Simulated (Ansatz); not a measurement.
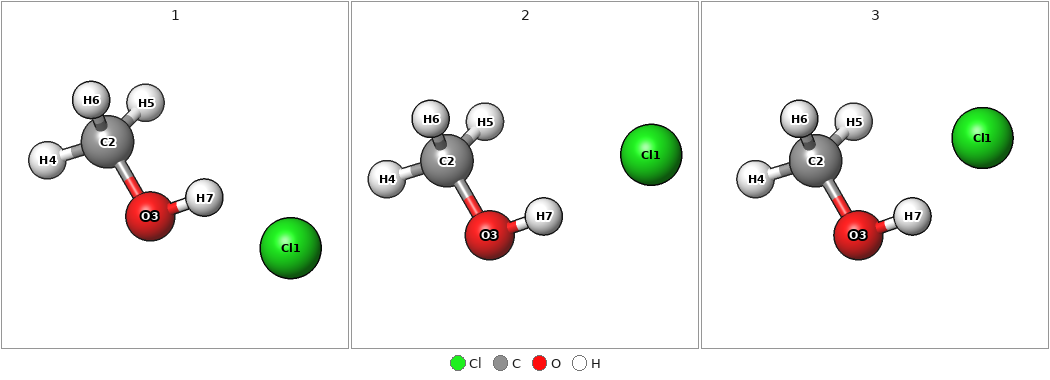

The pair Cl···CH₄O, charge −1. The turn is about an axis along (−0.30, 0.95, −0.04) in the frame of the relaxed pair, normal to the line between the partners. First axis: distance H7···Cl1. Second axis: turn of Cl1 about H7. Grid: 11 × 11 points. At 4 points there is no value (left out of the scan, as a rule where atoms come close). Energies are in kJ/mol, from the ion and the molecule far apart, frozen as in the relaxed pair, each in its own basis (no counterpoise correction). These are results of RKS PBE0-D4/def2-TZVPD (Ansatz 0.2.0), not measurements.

The numbered pictures are structures from this grid.

**Which is the most stable, and how do the others follow?**

2, at distance H7···Cl1 = 2.116 Å, turn of Cl1 about H7 = 0°: −76 kJ/mol; 3, at distance H7···Cl1 = 1.727 Å, turn of Cl1 about H7 = 18°: −43 kJ/mol; 1, at distance H7···Cl1 = 1.727 Å, turn of Cl1 about H7 = −54°: −7 kJ/mol.

The map, with the structures marked:

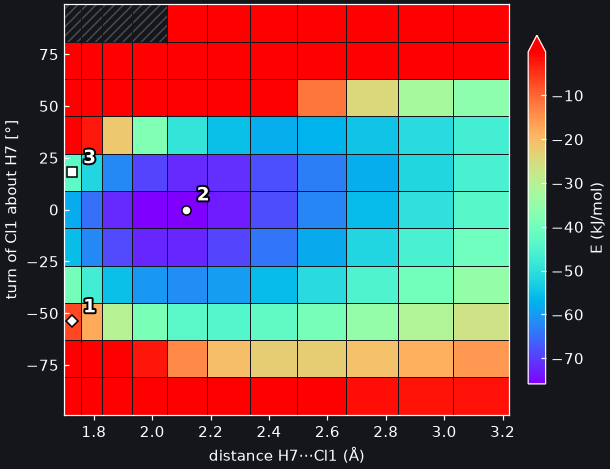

In the figure: one coloured cell a grid point, one colour for all values above the top of the scale, hatched blanks where no value was computed.
